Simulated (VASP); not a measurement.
# NaSrLiS2 with PBE: from relaxation to properties, part 4 of 7

What structure does NaSrLiS2 take at this level, and what are its properties? The cell is invented: it takes the structure of a Materials Project entry for NaLiCdS2 (space group 156 there), with some of its atoms replaced by other elements, volume scaled by an estimate. It may not be a known or stable phase. Left out of this account: 1 further run (vcrelax: its dispersion library returned no energy). The atoms of the start are displaced at random from the sites of a P3m1 cell.

VASP 6.6.1, plane waves and PAW; the level of theory is named at each step.

So far, gap on the k-mesh (eV): step 2 (rough relaxation of the start cell) 2.69; step 3 (relaxing cell and atoms (PBE)) 2.68; step 4 (single point with fields (PBE)) 2.68; step 6 (density of states (PBE)) 2.68. The relaxed cell has a = 4.366, c = 7.494 Å (conventional setting).

## (7) A semilocal run for the hybrid's start

Level of this step: PBE; plane waves and PAW (Sr_sv, S, Na_pv, Li_sv); invented cell (VASP).

A hybrid converges badly from random orbitals, so a cheap semilocal run writes a WAVECAR on the same mesh first.

Input file INCAR:

```
SYSTEM = NaSrLiS2
PREC = Accurate
ENCUT = 650
EDIFF = 1E-05
NELM = 100
ISMEAR = 0
SIGMA = 0.05
LREAL = .FALSE.
ALGO = Normal
GGA = PE
NBANDS = 22
LORBIT = 11
LWAVE = .TRUE.
LCHARG = .FALSE.
KPAR = 2
```

Input file POSCAR:

```
NaSrLiS2
1.0
    4.3660983257      0.0000000000      0.0000000000
   -2.1830491678      3.7811520644      0.0000000000
    0.0000000000      0.0000000000      7.4936637596
Sr S Na Li
1 2 1 1
Direct
    0.6666666670      0.3333333330      0.3571367486
    0.3333333330      0.6666666670      0.1821602464
    0.6666666670      0.3333333330      0.7400622896
    0.0000000000      0.0000000000      0.9665531349
    0.3333333330      0.6666666670      0.7515155805
```

Input file KPOINTS:

```
Automatic mesh
0
Gamma
4 4 2
0 0 0
```

The projector-augmented-wave data sets are Sr_sv, S, Na_pv and Li_sv (PBE family, release 64).

Started as:

```bash
$ mpirun -np 2 vasp_std
```

Output:

```text
[... set-up lines as in an earlier step ...]
 entering main loop
       N       E                     dE             d eps       ncg     rms          rms(c)
DAV:   1     0.267816078499E+03    0.26782E+03   -0.15194E+04   352   0.165E+03
DAV:   2     0.117112371255E+02   -0.25610E+03   -0.24122E+03   368   0.374E+02
DAV:   3    -0.195489121855E+02   -0.31260E+02   -0.30708E+02   590   0.109E+02
DAV:   4    -0.214094137869E+02   -0.18605E+01   -0.18485E+01   544   0.239E+01
DAV:   5    -0.216023131178E+02   -0.19290E+00   -0.19288E+00   574   0.583E+00    0.170E+01
DAV:   6    -0.202914654867E+02    0.13108E+01   -0.27248E+00   448   0.683E+00    0.117E+01
DAV:   7    -0.202339396850E+02    0.57526E-01   -0.11511E+00   512   0.470E+00    0.389E+00
DAV:   8    -0.202256667224E+02    0.82730E-02   -0.26190E-01   448   0.226E+00    0.751E-01
DAV:   9    -0.202244789671E+02    0.11878E-02   -0.16397E-02   448   0.636E-01    0.290E-01
DAV:  10    -0.202263482499E+02   -0.18693E-02   -0.21971E-03   410   0.245E-01    0.130E-01
DAV:  11    -0.202271003817E+02   -0.75213E-03   -0.74447E-04   472   0.152E-01    0.695E-02
DAV:  12    -0.202272550557E+02   -0.15467E-03   -0.25393E-04   462   0.724E-02    0.312E-02
DAV:  13    -0.202272795212E+02   -0.24466E-04   -0.37177E-05   354   0.283E-02    0.907E-03
DAV:  14    -0.202272849947E+02   -0.54735E-05   -0.55835E-06   332   0.130E-02
   1 F= -.20227285E+02 E0= -.20227285E+02  d E =-.273074E-16
 writing wavefunctions
```

Wall time 8.6 s (2 MPI ranks of Intel Xeon 6975P-C (Granite Rapids), shared host); peak memory 0.57 GiB.

From OUTCAR (step 7):

```text
   k-points           NKPTS =      8   k-points in BZ     NKDIM =      8   number of bands    NBANDS=     22

   NELECT =      32.0000    total number of electrons

 E-fermi :   1.0425

 k-point     1 :       0.0000    0.0000    0.0000
  band No.  band energies     occupation
    ...
     12       0.1044      2.00000
     13       0.1044      2.00000
     14       0.5190      2.00000
     15       0.7319      2.00000
     16       0.7319      2.00000
     17       3.4301      0.00000
     18       5.7794      0.00000
     19       6.0440      0.00000
     20       6.0440      0.00000
     21       7.0679      0.00000
    ...

  Total        0.0125620      0.0125620      0.0085744     -0.0000000      0.0000000     -0.0000000
  in kB        0.1626885      0.1626885      0.1110465     -0.0000000      0.0000000     -0.0000000
  external PRESSURE =       0.1454745 kB  Pullay stress =       0.0000000 kB

 POSITION                                       TOTAL-FORCE (eV/Angst)
 -----------------------------------------------------------------------------------
      2.18305      1.26038      2.67626         0.000000     -0.000000     -0.003072
     -0.00000      2.52077      1.36505         0.000000      0.000000      0.003148
      2.18305      1.26038      5.54578        -0.000000     -0.000000     -0.008970
      0.00000      0.00000      7.24302        -0.000000     -0.000000      0.002476
     -0.00000      2.52077      5.63161         0.000000      0.000000      0.006418
 -----------------------------------------------------------------------------------
    total drift:                               -0.000000      0.000001     -0.001546

  FREE ENERGIE OF THE ION-ELECTRON SYSTEM (eV)
  ---------------------------------------------------
  free  energy   TOTEN  =       -20.2272849947 eV

  energy  without entropy=      -20.2272849947  energy(sigma->0) =      -20.22728499

[... 6 parts as in an earlier step ...]

[... 10 further parts left out ...]
```

Numbers from this step:

```
SCF cycles                     : 14
bands                          : 22
irreducible k-points           : 8
Fermi energy                   : 1.042 eV
pressure                       : 0.01455 GPa
valence top at k               : 0, 0, 0.5
gap on the k-mesh              : 2.670 eV
least direct gap on the k-mesh : 2.698 eV
```

The run ends at a pressure of 0.01 GPa, with forces up to 0.0090 eV/Å.

## (8) Bands along the symmetry lines (HSE06)

This step: HSE06; plane waves and PAW (Sr_sv, S, Na_pv, Li_sv); invented cell (VASP 6.6.1).

HSE06 mixes in a quarter of exact exchange at short range, at far higher cost; in semiconductors this cures much of the gap error, while metals seldom gain.

Input file INCAR:

```
SYSTEM = NaSrLiS2
PREC = Accurate
ENCUT = 650
EDIFF = 1E-06
NELM = 100
ISMEAR = 0
SIGMA = 0.05
LREAL = .FALSE.
ALGO = Normal
LHFCALC = .TRUE.
AEXX = 0.25
GGA = PE
HFSCREEN = 0.2
LASPH = .TRUE.
NBANDS = 22
PRECFOCK = Fast
LORBIT = 11
LWAVE = .FALSE.
LCHARG = .FALSE.
KPAR = 2
```

POSCAR is that of step 7.

KPOINTS is that of step 7.

Input file KPOINTS_OPT:

```
Line mode
6
Line-mode
Reciprocal
  0.00000000   0.00000000   0.00000000 GAMMA
  0.50000000   0.00000000   0.00000000 M

  0.50000000   0.00000000   0.00000000 M
  0.33333333   0.33333333   0.00000000 K

  0.33333333   0.33333333   0.00000000 K
  0.00000000   0.00000000   0.00000000 GAMMA

  0.00000000   0.00000000   0.00000000 GAMMA
  0.00000000   0.00000000   0.50000000 A

  0.00000000   0.00000000   0.50000000 A
  0.50000000   0.00000000   0.50000000 L

  0.50000000   0.00000000   0.50000000 L
  0.33333333   0.33333333   0.50000000 H

  0.33333333   0.33333333   0.50000000 H
  0.00000000   0.00000000   0.50000000 A

  0.50000000   0.00000000   0.50000000 L
  0.50000000   0.00000000   0.00000000 M

  0.33333333   0.33333333   0.00000000 K
  0.33333333   0.33333333   0.50000000 H
```

The WAVECAR or CHGCAR of an earlier step is read.

Started as:

```bash
$ mpirun -np 2 vasp_std
```

Output:

```text
[banner, memory and clock lines left out]
running    2 mpi-ranks, on    1 nodes
 distrk:  each k-point on    1 cores,    2 groups
 distr:  one band on    1 cores,    1 groups

 POSCAR found type information on POSCAR SrS NaLi
 POSCAR found :  4 types and       5 ions
 LDA part: xc-table for (Slater+PW92), standard interpolation
 found WAVECAR, reading the header
 POSCAR, INCAR and KPOINTS ok, starting setup
 FFT: planning ... GRIDC
 FFT: planning ... GRID_SOFT
 FFT: planning ... GRID
 reading WAVECAR
 the WAVECAR file was read successfully
 initial charge from wavefunction
 entering main loop
       N       E                     dE             d eps       ncg     rms          rms(c)
DAV:   1    -0.231156683679E+02   -0.23116E+02   -0.42345E-01   376   0.505E+00    0.209E+00
DAV:   2    -0.231222971645E+02   -0.66288E-02   -0.50755E-02   576   0.182E+00    0.129E+00
DAV:   3    -0.231206445434E+02    0.16526E-02   -0.24737E-03   466   0.449E-01    0.741E-01
DAV:   4    -0.231202286602E+02    0.41588E-03   -0.10406E-03   424   0.223E-01    0.406E-01
DAV:   5    -0.231201574618E+02    0.71198E-04   -0.29007E-04   564   0.991E-02    0.223E-01
DAV:   6    -0.231201365376E+02    0.20924E-04   -0.60374E-05   596   0.470E-02    0.118E-01
DAV:   7    -0.231201325968E+02    0.39408E-05   -0.18242E-05   546   0.244E-02    0.605E-02
DAV:   8    -0.231201329484E+02   -0.35157E-06   -0.49196E-06   404   0.135E-02
   1 F= -.23120133E+02 E0= -.23120133E+02  d E =-.364302E-17
 Start KPOINTS_OPT (optional k-point list driver)
k-point batch [1-8\54]
       N       E                     dE             ncg
DAV:   1    -0.124163141882E+04   -0.65231E+04      352
DAV:   2    -0.343131074602E+04   -0.21897E+04      358
DAV:   3    -0.371585841220E+04   -0.28455E+03      560
DAV:   4    -0.374123032970E+04   -0.25372E+02      560
DAV:   5    -0.374283949473E+04   -0.16092E+01      560
DAV:   6    -0.374288128122E+04   -0.41786E-01      520
DAV:   7    -0.374288278764E+04   -0.15064E-02      520
DAV:   8    -0.374288284295E+04   -0.55301E-04      560
DAV:   9    -0.374288284505E+04   -0.21066E-05      334
DAV:  10    -0.374288284515E+04   -0.98724E-07      290
[...]
k-point batch [49-54\54]
       N       E                     dE             ncg
DAV:   1     0.967417123067E+03   -0.78888E+04      264
DAV:   2    -0.671794972101E+03   -0.16392E+04      264
DAV:   3    -0.902305942534E+03   -0.23051E+03      402
DAV:   4    -0.924074830523E+03   -0.21769E+02      408
DAV:   5    -0.925543310191E+03   -0.14685E+01      440
DAV:   6    -0.925580562490E+03   -0.37252E-01      408
DAV:   7    -0.925581901032E+03   -0.13385E-02      432
DAV:   8    -0.925581934630E+03   -0.33599E-04      432
DAV:   9    -0.925581935818E+03   -0.11880E-05      272
DAV:  10    -0.925581935927E+03   -0.10870E-06      240
```

It took 15 min on 2 MPI ranks; peak memory 0.91 GiB; 29 min of CPU time.

OUTCAR, selected parts (step 8):

```text
   k-points           NKPTS =      8   k-points in BZ     NKDIM =     32   number of bands    NBANDS=     22

   NELECT =      32.0000    total number of electrons

  exchange ACFDT corr.  =         0.00000000  see jH, gK, PRB 81, 115126

 E-fermi :   0.3625

 k-point     1 :       0.0000    0.0000    0.0000
  band No.  band energies     occupation
    ...
     12      -0.6313      2.00000
     13      -0.6313      2.00000
     14      -0.1943      2.00000
     15       0.0397      2.00000
     16       0.0397      2.00000
     17       3.6971      0.00000
     18       6.1472      0.00000
     19       6.5550      0.00000
     20       6.5550      0.00000
     21       7.6125      0.00000
    ...

 POSITION                                       TOTAL-FORCE (eV/Angst)
 -----------------------------------------------------------------------------------
      2.18305      1.26038      2.67626         0.000000      0.000000     -0.034287
     -0.00000      2.52077      1.36505         0.000000     -0.000000      0.045043
      2.18305      1.26038      5.54578         0.000000     -0.000000     -0.041237
      0.00000      0.00000      7.24302        -0.000000     -0.000000     -0.000517
     -0.00000      2.52077      5.63161         0.000000      0.000000      0.030998
 -----------------------------------------------------------------------------------
    total drift:                                0.000001     -0.000010     -0.001774

  FREE ENERGIE OF THE ION-ELECTRON SYSTEM (eV)
  ---------------------------------------------------
  free  energy   TOTEN  =       -23.1201329484 eV

  energy  without entropy=      -23.1201329484  energy(sigma->0) =      -23.12013295

[... 7 parts as in an earlier step ...]

[... 9 further parts left out ...]
```

The k-mesh is coarse for exact exchange; levels may shift by about 0.1 eV on a finer one. The PAW data sets were made with PBE, which is usual practice but a small mismatch for other functionals.

This step gave:

```yaml
scf_cycles: 8
free_energy_toten: -23.12 eV
fermi_energy: 0.3625 eV
least_gap_on_mesh_and_path: 3.625 eV
least_direct_gap_on_mesh_and_path: 3.657 eV
```

The electronic bands at the labelled points (eV, zero at the valence-band top; v1 is the highest filled band, c1 the lowest empty one):

```tsv
point	v4	v3	v2	v1	c1	c2	c3	c4
Γ	-0.70	-0.27	-0.03	-0.03	3.63	6.08	6.48	6.48
M	-1.00	-0.74	-0.53	-0.34	4.69	5.29	6.35	7.32
K	-1.27	-1.17	-0.73	-0.42	4.77	5.63	6.55	6.95
Γ	-0.70	-0.27	-0.03	-0.03	3.63	6.08	6.48	6.48
A	-0.73	-0.73	0.00	0.00	4.63	5.73	6.57	6.57
L	-0.88	-0.75	-0.37	-0.21	4.67	4.88	6.45	7.81
H	-1.50	-1.15	-0.37	-0.07	4.81	4.88	6.99	7.17
A	-0.73	-0.73	0.00	0.00	4.63	5.73	6.57	6.57
jump to L	-0.88	-0.75	-0.37	-0.21	4.67	4.88	6.45	7.80
M	-1.00	-0.74	-0.53	-0.34	4.69	5.29	6.35	7.32
jump to K	-1.27	-1.17	-0.73	-0.42	4.77	5.63	6.55	6.95
H	-1.50	-1.15	-0.37	-0.07	4.81	4.88	6.99	7.17
```

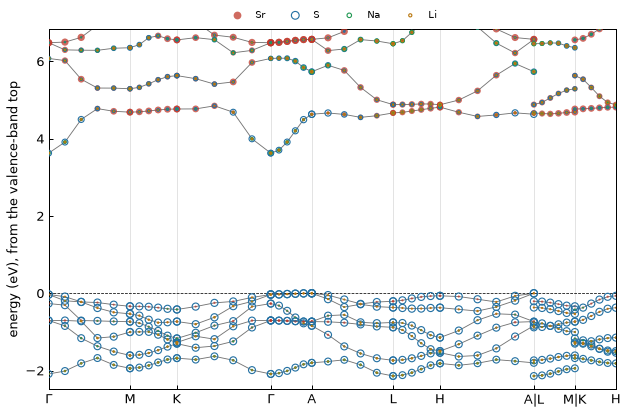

Electronic bands along the path; dots are coloured as in the legend, and their area grows with the weight.

The gap moves by +0.95 eV against PBE, which ran on another mesh.

[end of part 4 of 7]

[Lines on the potential files, build, host, timing and source positions are cut from VASP's logs without a mark.]

[Logs are printed without paths, hosts, clocks, repeated set-up lines and the standing remarks that a program may print on its own settings, such as how far it seeks lower states.]

[Hosts, paths, dates, database ids (printed as entryN), source tags and the programs' standing remarks are cut or masked in the printed files.]

[A measured line is paired with the nearest computed mode of its activity, which favours agreement.]
